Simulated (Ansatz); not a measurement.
# ClGaH$_{2}$O···H$_{2}$: what the fields show

Input file:

```
crystal:
  periodic: [false, false, false]
  atoms:
    - { symbol: Ga, position_ang: [-0.148889, -0.259297, -0.024385] }
    - { symbol: Cl, position_ang: [0.187868, -0.578118, 2.148624] }
    - { symbol: O, position_ang: [1.317423, -0.449777, -1.043579] }
    - { symbol: H, position_ang: [2.117915, -0.654253, -0.523366] }
    - { symbol: H, position_ang: [-1.547031, 0.043917, -0.630375] }
    - { symbol: H, position_ang: [0.11558, 2.374188, 0.792736] }
    - { symbol: H, position_ang: [0.152734, 1.852642, 1.293845] }
basis:
  gaussian: { orbitals: def2-SVP }
hamiltonian:
  xc: pbe
  dispersion: d4
relax:
  f_tol: 0.03
  max_steps: 50
output:
  orbitals: {}
```

Command:

```sh
ansatz run input.yaml --threads 2 --pin off --max-ram 3072MiB --backend cpu --events-out ev --progress --plain --runs-dir out
```

The fields are those of the run's last geometry, not of the input's.

The calculation used RKS PBE-D4/def2-SVP in Ansatz.

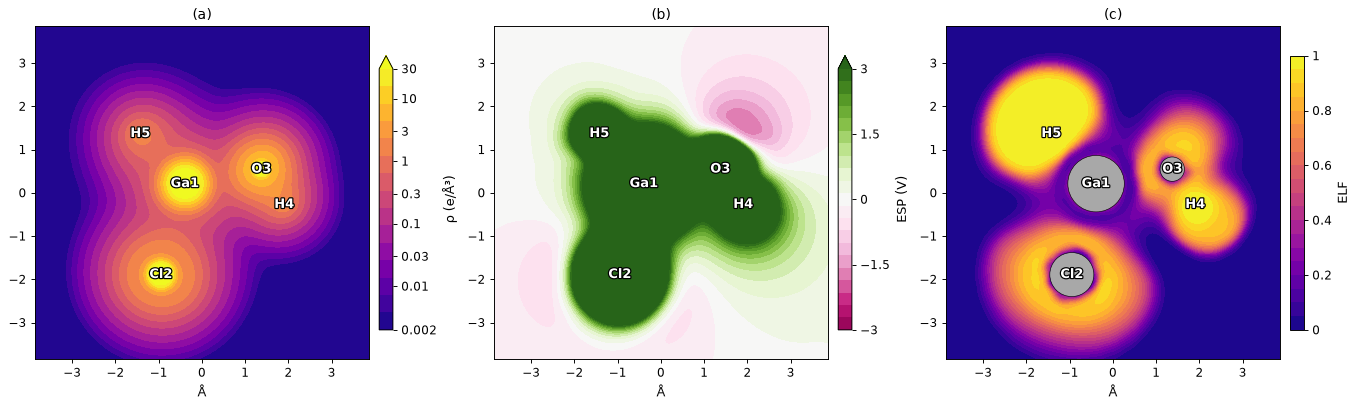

Figure 1. (a) total electron density; (b) molecular electrostatic potential; (c) ELF on the plane of atoms Cl2, Ga1 and O3. Grey discs cover the atomic cores in the ELF map.

**Read the bonding off the picture.**

The plane passes through Ga, Cl, O and H nuclei. Ga–O (1.79 Å): ρ at the midpoint is about 0.87 e/Å³; the ELF peaks at about 0.85 in the valence shell of O, 0.6 Å from its nucleus, and is about 0.25 at the midpoint. Ga–Cl (2.18 Å): ρ at the midpoint is about 0.64 e/Å³; the ELF peaks at about 0.85 in the valence shell of Cl, 0.8 Å from its nucleus, and is about 0.55 at the midpoint. O–H (0.98 Å): ρ at the midpoint is about 3.5 e/Å³; the ELF climbs to about 1 towards the hydrogen, as it does in any bond to H; an ordinary covalent bond to hydrogen. Ga–H (1.55 Å): ρ at the midpoint is about 1 e/Å³; the ELF climbs to about 1 towards the hydrogen. The ELF also peaks beside Cl2 and O3, away from the bonds: lone-pair regions. Outside the dense part of the complex the potential is most negative (−1.8 V) near O3.

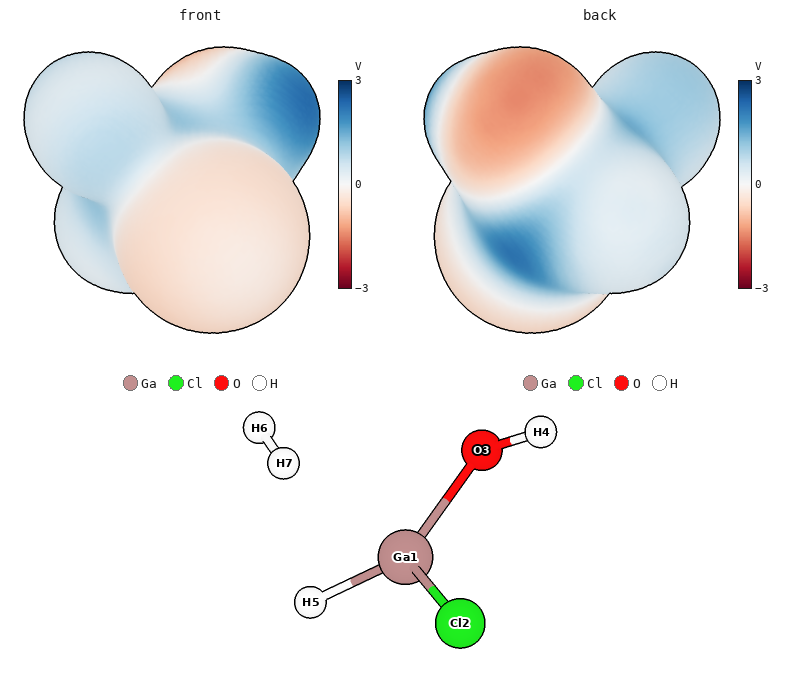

Figure 2. The molecular electrostatic potential painted on the density surface at 0.002 e/bohr³, seen from the front and from behind; the colour scale runs from red (negative) to blue (positive). The bare structure is drawn below in the same view.

**Describe the electrostatic potential map.**

The most negative region (about −1.4 V) lies over O3, the most positive (about +2.2 V) over Ga1 and H4. O3 is the likeliest acceptor of a hydrogen bond.

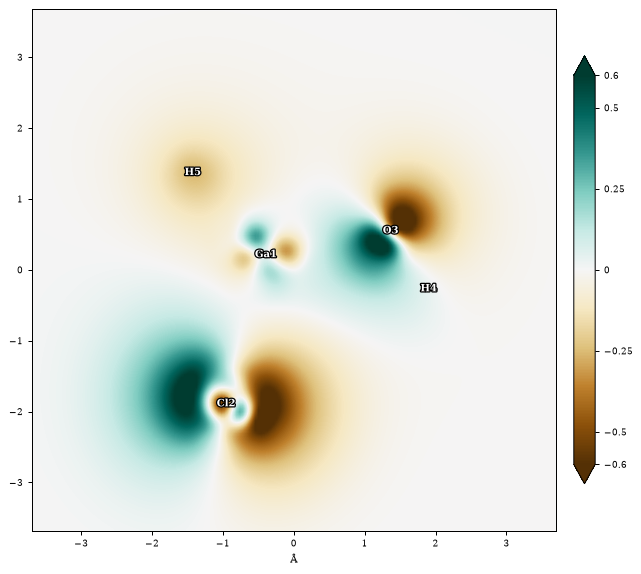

Figure 3. The HOMO−1 on the plane of atoms Ga1, O3 and H4 (values in Å⁻³ᐟ²; the overall sign is arbitrary).

**What is the character of this orbital?**

Its weight (Hirshfeld) is mainly on Cl2 (about 70 %), O3 (about 20 %) and Ga1 (about 5 %); largely a lone pair of Cl2. Its energy is −7.23 eV.
